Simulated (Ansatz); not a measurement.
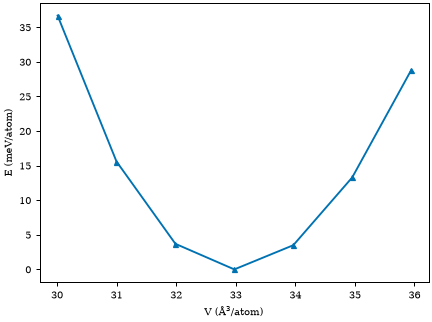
Figure: Y (bcc (W type), Im-3m) under volume change, PBE (plane waves, PAW; program Ansatz), scaled uniformly.

Problem. What does a third-order Birch–Murnaghan fit give for V₀, B₀ and B′?

Solution. V₀ = 32.97 Å³/atom, B₀ = 38.8 GPa, B′ = 3.1.

The start of the workflow was typed in or built on a structure type; neither database checked (COD, Materials Project) lists it. It is not the phase usual at ambient conditions (space group No. 194). Symmetry was held in the PBE relaxation; whether a distortion lowers the energy is not shown. The run is not spin-polarised.

Potentials: the earlier of the program's two PAW sets.
